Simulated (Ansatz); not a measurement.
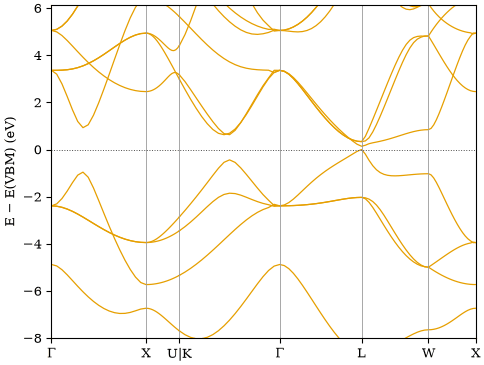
Band structure from plane-wave PAW r²SCAN (Ansatz code)

Q: Read off the gap and where the band edges lie.

A: About 0.1 eV (0.14 eV by a search for the band edges); maximum at L, minimum at L.

The material is SnTe (rock salt, Fm-3m).

The r²SCAN relaxation kept the symmetry of its start. The volume moved by -29 % from the start of the relaxation. Spin–orbit coupling is left out wherever it is not named.

Potentials: the later of the program's two PAW sets.
